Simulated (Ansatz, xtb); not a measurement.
Dissociation curve of Mg₂, singlet.

Computed with: RCCSDT = Ansatz (a program for electronic structure) with CCSDT on RHF/cc-pVDZ, frozen core; RKS-BLYP = restricted BLYP/cc-pVDZ in Ansatz; UCCSDT = CCSDT on UHF/cc-pVDZ, frozen core (Ansatz); GFN1-xTB (xtb).

Energies are in kJ/mol, each relative to the lowest point of its own curve near equilibrium.

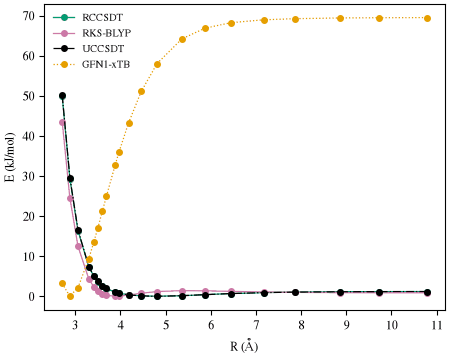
Figure. Energy against bond length for each method.

```csv
R / Å,RCCSDT,RKS-BLYP,UCCSDT,GFN1-xTB
2.71,49.9,43.6,50.2,3.2
2.88,29.4,24.5,29.6,0.0
3.06,16.4,12.5,16.5,2.2
3.30,7.3,4.3,7.4,9.4
3.41,5.0,2.4,5.1,13.5
3.50,3.7,1.3,3.7,17.1
3.60,2.6,0.6,2.6,21.2
3.69,1.9,0.2,1.9,25.0
3.88,1.0,0.0,1.0,32.6
3.97,0.8,0.0,0.8,36.0
4.18,0.4,0.3,0.4,43.3
4.46,0.1,0.8,0.1,51.1
4.81,0.0,1.2,0.0,58.0
5.36,0.1,1.4,0.1,64.2
5.87,0.4,1.4,0.4,66.8
6.45,0.7,1.2,0.7,68.2
7.17,0.9,1.1,0.9,68.9
7.86,1.0,1.0,1.0,69.2
8.86,1.1,0.9,1.1,69.4
9.73,1.2,0.9,1.2,69.5
10.79,1.2,0.9,1.2,69.5
```

The unrestricted determinant behind UCCSDT is spin-contaminated at 2.71 to 3.69 Å (<S²> up to 0.6, against 0.00 for a pure singlet).
